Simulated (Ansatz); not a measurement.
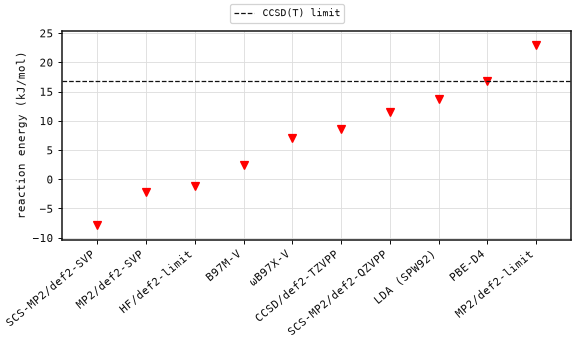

Electronic reaction energy of GeHBrClF ([F][GeH]([Cl])[Br]) + HF (F) → GeHClF₂ ([F][GeH]([F])[Cl]) + HBr (Br) (SMILES in brackets) at several levels (functionals in def2-TZVPP unless a basis is named), isolated molecules at PBE0-D4 triple-zeta geometries, minima by their frequencies, no zero-point or thermal terms, the Ansatz code 0.2.0. The line is frozen-core CCSD(T) at the basis limit (MP2 extrapolated from triple and quadruple zeta, plus CCSD(T) less MP2 in a smaller set). The distance of SCS-MP2/def2-SVP, MP2/def2-SVP, CCSD/def2-TZVPP and SCS-MP2/def2-QZVPP to the limit includes basis error. The limit lies 6.9 kJ/mol from CCSD(T)/def2-TZVPP, so the line itself is uncertain by a part of that.

Question: Which level comes closest to the line (CCSD(T) limit), and which misses most?

Answer: Closest PBE-D4 (16.9 kJ/mol), against 16.8 kJ/mol; farthest SCS-MP2/def2-SVP (−7.8 kJ/mol).

Question: Give the values.

Answer:
| level | kJ/mol | less CCSD(T) limit |
| --- | --- | --- |
| SCS-MP2/def2-SVP | −7.8 | −24.7 |
| MP2/def2-SVP | −2.1 | −18.9 |
| HF/def2-limit | −1.1 | −17.9 |
| B97M-V | 2.4 | −14.4 |
| ωB97X-V | 7.0 | −9.8 |
| CCSD/def2-TZVPP | 8.6 | −8.2 |
| SCS-MP2/def2-QZVPP | 11.5 | −5.3 |
| LDA (SPW92) | 13.7 | −3.1 |
| PBE-D4 | 16.9 | 0.1 |
| MP2/def2-limit | 22.9 | 6.1 |
| CCSD(T) limit | 16.8 | 0.0 |

Known limits of this run: no scalar relativity up to krypton; outer-core shells are correlated without core-valence functions, which makes the correlated values less sure.
